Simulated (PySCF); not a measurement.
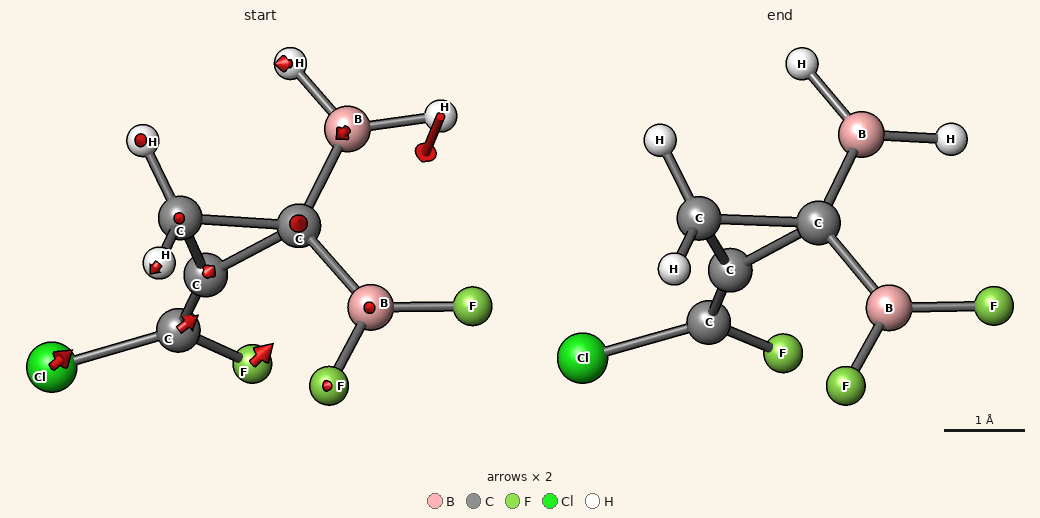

The structure of C₄H₄B₂ClF₃ before (left) and after (right) a relaxation, at one scale. The red arrows give the displacements, magnified 2 times.

A ball-and-stick model, seen from a free direction.

The start comes from GFN2-xTB. Its atoms were then displaced at random by about 0.01 Å.

The calculation used PBE0-D3(BJ)/def2-SVP geometry optimisation, gas phase (PySCF). 

### What changed between the two?

After 20 geometry steps the energy has fallen by 15.7 kJ/mol. The largest move after the best rigid fit is that of an H atom, 0.56 Å. Largest moves by element: H 0.56 Å, F 0.20 Å, Cl 0.19 Å, C 0.16 Å, B 0.12 Å. Among the contacts that change: C–F 1.364 → 1.321 Å, B–F 1.277 → 1.316 Å, B–H 1.181 → 1.206 Å, B–C 1.571 → 1.553 Å. Bond angles that change, for instance: B–C–C 112.9° → 102.1°, B–C–B 121.5° → 124.5°, F–B–F 114.7° → 117.0°. The run took 6.3 min on 1 thread of Intel(R) Xeon(R) Processor @ 2.70GHz (shared host).
